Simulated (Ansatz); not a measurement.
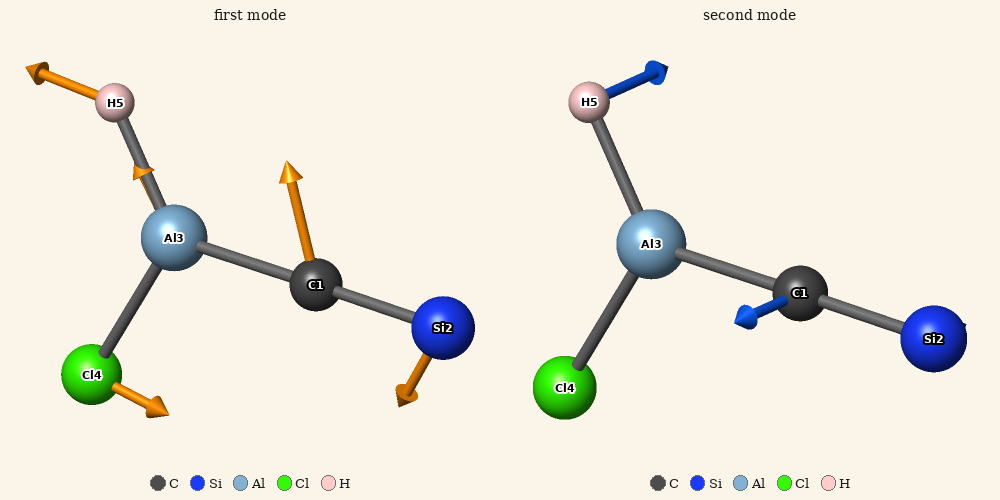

The system is CHAlClSi, spin multiplicity 2; the picture shows the reference structure; its two panels give the patterns of the first and the second mode as arrows. Coordinates scanned: (1) normal mode 1 (69 cm⁻¹); (2) normal mode 2 (156 cm⁻¹). Nothing is relaxed (straight displacements along the two mass-weighted modes). The grid has 13 × 13 points; 134 points were computed and 15 follow by symmetry. At 20 points there is no value. Energies are in cm⁻¹, from the relaxed molecule at the same level. In part of the range the unrestricted reference is strongly spin-contaminated. Method: Ansatz 0.2.0, UHF/def2-SVP.

Its coordinates:

```tsv
atom	x (Å)	y (Å)	z (Å)
C	0.6235	-0.6576	0.7625
Si	1.3847	-1.7166	1.8695
Al	-0.2398	0.5149	-0.4725
Cl	-2.1921	0.0408	-1.1294
H	0.4237	1.8185	-1.0301
```

Range: normal mode 1 (69 cm⁻¹) from −3.33 to 3.33 amu½·Å; normal mode 2 (156 cm⁻¹) from −1.326 to 1.326 amu½·Å.

Predict the map.

Answer. The lowest grid point is at normal mode 1 (69 cm⁻¹) = 0.00 amu½·Å, normal mode 2 (156 cm⁻¹) = 0.000 amu½·Å, 0 cm⁻¹ from the relaxed molecule at the same level. No other kind of well shows on this grid. The highest grid point, normal mode 1 (69 cm⁻¹) = −3.33 amu½·Å, normal mode 2 (156 cm⁻¹) = −1.326 amu½·Å, lies 4248 cm⁻¹ above the lowest.

```
normal mode 2 (156 cm⁻¹) ↓, normal mode 1 (69 cm⁻¹) →  −3.33  −2.78  −2.22  −1.67  −1.11  −0.56  0.00  0.56  1.11  1.67  2.22  2.78  3.33
                                                1.326   4245   2990   2104   1529   1196   1038  1005  1074  1256  1595  2154  3002  4199
                                                1.105   3678      –   1632   1099    797      –   624     –   835  1136  1649  2447  3595
                                                0.884   3250   2083   1286    789    515    389   359   403   535   803  1275  2030  3133
                                                0.663   2939   1807   1043    576    324    211   183     –   331   572  1011     –  2796
                                                0.442   2731   1625    885    440    205    101    76   104   203   423   838  1528  2568
                                                0.221   2612      –    797    365    140     43    18    43   133     –   740     –  2437
                                                0.000   2573   1487    768    341    119     25     0    24   111   315   708  1376  2394
                                               −0.221   2612      –    797      –    140      –    18    43   133     –   740  1414  2437
                                               −0.442   2732   1625    886    441    205    101    76   105   204   424   838  1529  2568
                                               −0.663   2941      –   1043    578    325      –   184     –   332     –  1012     –  2796
                                               −0.884   3252   2085   1288    791    516    390   360   404   536   803  1276  2030  3133
                                               −1.105   3681   2473   1634      –    799      –   626   681   836     –  1649  2447  3594
                                               −1.326   4249   2993   2107   1532   1198   1040  1007  1075  1257  1595  2154  3002  4198
```

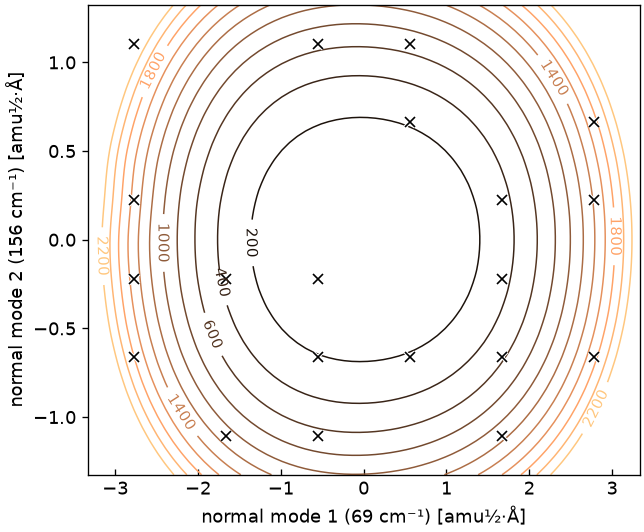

The picture shows contour lines labelled in cm⁻¹ (none above 2200), crosses at grid points without a value. Between grid points the surface is interpolated.

The whole map (134 points run) took 14 min on 1 thread of AMD EPYC 9R14 (Zen 4), on a shared host.
